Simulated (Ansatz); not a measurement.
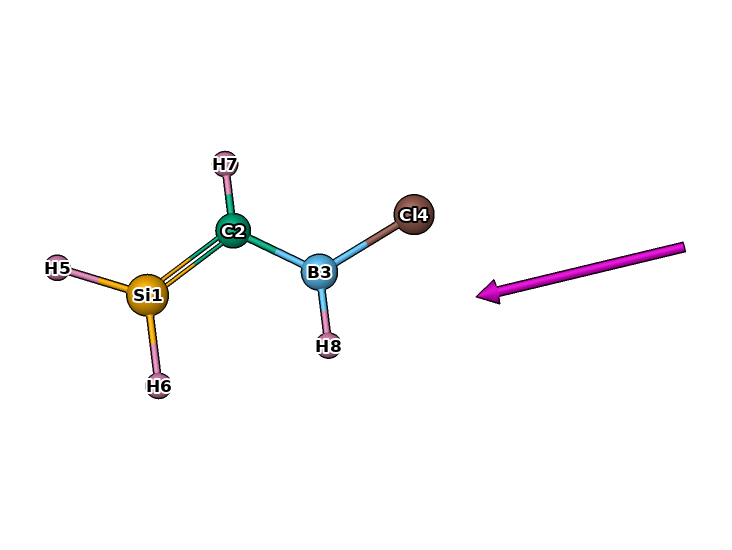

The arrow beside the molecule shows the direction of the dipole moment, from the negative to the positive end (its length means nothing). Computed geometry: PBE0-D4/def2-TZVP optimisation. No frequency run is at hand to confirm it as a minimum. Properties computed with RKS PBE0-D4/def2-TZVP (Ansatz 0.2.0).

**How large is the dipole moment?**

3.74 D; it points from the side of Cl4 to the side of H5 (the outermost atoms at the two ends).
